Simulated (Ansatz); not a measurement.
Cost and result by functional for the adsorption energy of H2O on the 1x1 (110) surface of zinc-blende InP (cut with top plane In + P), one in a 2x1 cell, started at the site 'bridge In-P (span 5.2 Å)', in Ansatz (plane waves, PAW). Single points on the PBE structure, on one kind of machine; costs are rough ratios of the slab run's core time (references not counted) to the cheapest single point. r2SCAN's cost holds its higher cutoff (500 against 420 eV). Differences are taken against HSE06 for comparison alone: no measured value is at hand, so the table doesn't rank accuracy. HSE06 ran on a coarser k-mesh, which lowers its cost and may carry part of its shift.

Host crystal: zinc-blende InP, with a band gap (PBE, scalar-relativistic without spin-orbit coupling).

Slab: 23 atoms, 8.9 Å thick at the start under the adsorbate (thin: gaps and levels are the slab's own); k 3x4x1, smearing 0.01 eV, dipole-corrected; 8 atoms held, the rest relaxed; no symmetry held; no spin, no spin-orbit, no U, no dispersion correction. At the end it is bonded to In. In PBE it is, or lies within 0.03 eV of, the lowest of the starts that converged. These notes are the PBE run's. Adsorption energies are against H2O(g). A negative adsorption energy means that the adsorbate is more stable on the surface than in its reference.

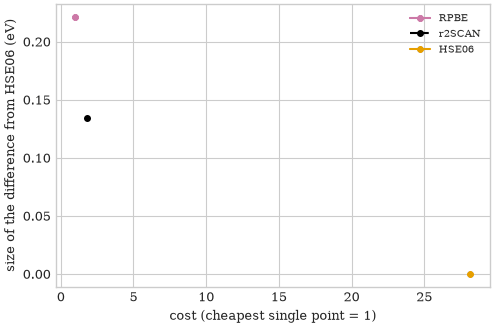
Figure. Difference from HSE06 against cost

| functional | relative cost | adsorption energy (eV) | less HSE06 (eV) |
|---|---|---|---|
| RPBE | 1 | -0.49 | 0.22 |
| r2SCAN | 2 | -0.85 | -0.13 |
| HSE06 | 30 | -0.71 | 0.00 |
| PBE (the relaxed run's value) | – | -0.69 | 0.02 |

The values span 0.36 eV, while the single points' costs differ by a factor of roughly 30. Differences are of unrounded values.

Ansatz is a quantum-chemistry and plane-wave program.
